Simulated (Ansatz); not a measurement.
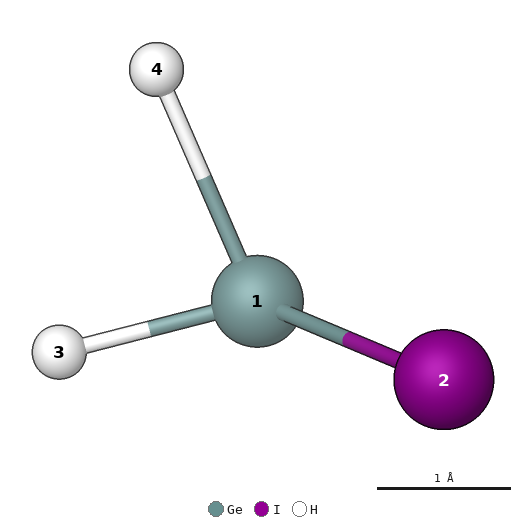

The picture comes from a calculation with Ansatz.

Numbered structure. The species is neutral and a spin doublet. Geometry: moved along internal coordinates away from the minimum.

Give the bond lengths.

```tsv
bond	length (Å)
Ge1–I2	2.509
Ge1–H3	1.546
Ge1–H4	1.938
```
